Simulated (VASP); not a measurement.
Band structure of C (relaxed from the simple-cubic structure, space group Pm-3m). Level of theory: r2SCAN meta-GGA, VASP's PBE PAW potentials (set 64) (plane waves; VASP).

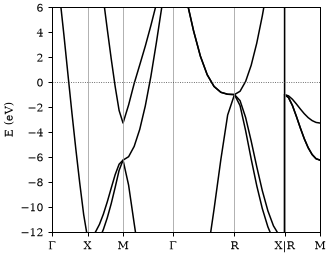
Figure. Bands along high-symmetry lines, zero at the valence-band maximum or, without a gap, the Fermi level

Q: Read the plot: is there a gap, and where are the band edges?

A: It has no gap at this level: it comes out as a metal or semimetal.

The structure was generated: C was put into the simple-cubic type (Pm-3m), which need not be its known phase. It was relaxed first, which changed the volume by -31 %.
